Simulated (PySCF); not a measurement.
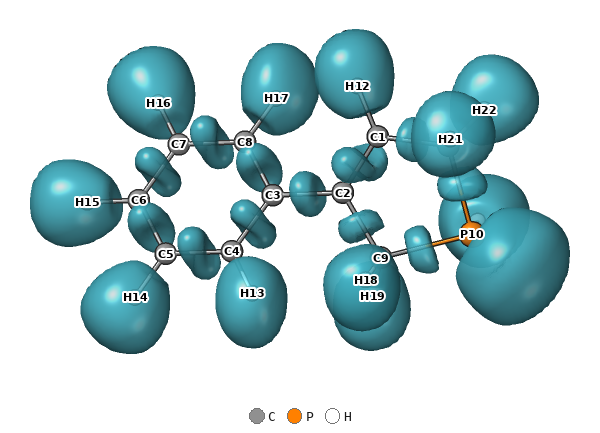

C10H11P (SMILES C1=C(c2ccccc2)CPC1). Isosurface of the electron localisation function at 0.8 (cyan), seen at a tilt. Only the valence region is drawn (cores and ρ < 0.01 e/Å³ removed).

Geometry: GFN2-xTB.

Level of theory: PySCF 2.14.0, PBE0/pcSseg-1, SCF density, gas phase, non-relativistic.

| atom | x (Å) | y (Å) | z (Å) |
| --- | --- | --- | --- |
| C | -1.5095 | 0.7181 | 1.0214 |
| C | -0.8185 | 0.2260 | -0.0067 |
| C | 0.6146 | -0.0616 | -0.0131 |
| C | 1.3457 | -0.0265 | -1.2007 |
| C | 2.7012 | -0.2974 | -1.2039 |
| C | 3.3534 | -0.6170 | -0.0252 |
| C | 2.6382 | -0.6627 | 1.1603 |
| C | 1.2845 | -0.3883 | 1.1669 |
| C | -1.6319 | 0.0069 | -1.2591 |
| P | -3.4195 | 0.0051 | -0.7329 |
| C | -2.9660 | 0.9730 | 0.7972 |
| H | -1.0748 | 0.9863 | 1.9710 |
| H | 0.8541 | 0.2285 | -2.1278 |
| H | 3.2515 | -0.2606 | -2.1329 |
| H | 4.4113 | -0.8333 | -0.0302 |
| H | 3.1383 | -0.9180 | 2.0836 |
| H | 0.7319 | -0.4456 | 2.0925 |
| H | -1.4739 | 0.8303 | -1.9655 |
| H | -1.3787 | -0.9239 | -1.7710 |
| H | -3.3285 | -1.2396 | -0.0862 |
| H | -3.1448 | 2.0401 | 0.6164 |
| H | -3.5890 | 0.6798 | 1.6451 |

**Describe the localisation domains.**

The ELF exceeds this value in ten regions between bonded C–C atoms (shared pairs), two regions between bonded C–P atoms (shared pairs), eleven regions around hydrogen nuclei and one lobe on P, pointing away from the bonds (lone pairs). Along the contacts the grid gives the following. C–C (1.33 Å): the ELF peaks at about 0.90 between the atoms: a short, multiple covalent bond. C–P (1.86 Å): the ELF peaks at about 0.95 between the atoms; localised, covalent bonding.
